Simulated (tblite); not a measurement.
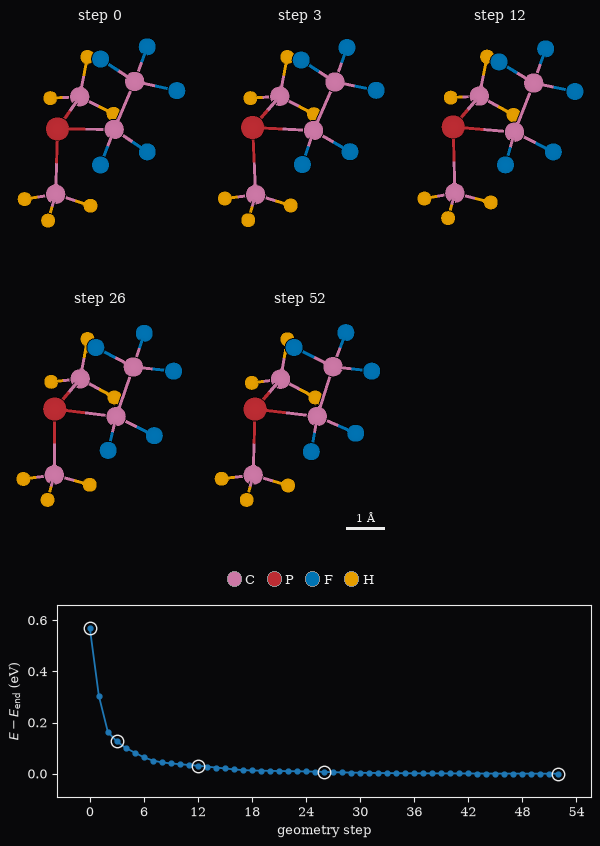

Frames of a relaxation of C₄H₆F₅P, marked on the history of the run. The picture is a ball-and-stick view, seen from a free direction.

Level of theory: GFN2-xTB geometry optimisation, gas phase in tblite. 

> Describe the path.

The largest move after the best rigid fit is that of an F atom, 0.30 Å. By element the largest moves are F 0.30 Å, C 0.14 Å, H 0.14 Å, P 0.10 Å. Near-neighbour distances that change, for instance: C–P 1.807 → 1.903 Å, C–F 1.363 → 1.330 Å, C–P 1.812 → 1.844 Å, C–H 1.106 → 1.089 Å. Bond angles that change, for instance: P–C–F 101.0° → 113.7°, P–C–C 121.5° → 111.0°, P–C–F 99.4° → 108.7°. Over 52 geometry steps the energy falls by 0.570 eV. From step 0 to 3: the P atom moves most (0.14 Å), energy −0.443 eV. From step 3 to 12: an F atom moves most (0.11 Å), energy −0.095 eV. From step 12 to 26: an F atom moves most (0.13 Å), energy −0.024 eV. From step 26 to 52: an F atom moves most (0.10 Å), energy −0.007 eV.

| step | E − E(0), eV |
| --- | --- |
| 0 | 0.0000 |
| 1 | -0.2650 |
| 2 | -0.4062 |
| 3 | -0.4434 |
| 4 | -0.4693 |
| 5 | -0.4874 |
| 6 | -0.5058 |
| 7 | -0.5182 |
| 8 | -0.5254 |
| 9 | -0.5293 |
| 10 | -0.5325 |
| 12 | -0.5387 |
| 14 | -0.5455 |
| 17 | -0.5556 |
| 19 | -0.5578 |
| 21 | -0.5591 |
| 23 | -0.5601 |
| 25 | -0.5616 |
| 28 | -0.5646 |
| 30 | -0.5659 |
| 32 | -0.5669 |
| 34 | -0.5675 |
| 37 | -0.5681 |
| 39 | -0.5684 |
| 41 | -0.5686 |
| 43 | -0.5689 |
| 45 | -0.5692 |
| 48 | -0.5693 |
| 50 | -0.5694 |
| 52 | -0.5695 |
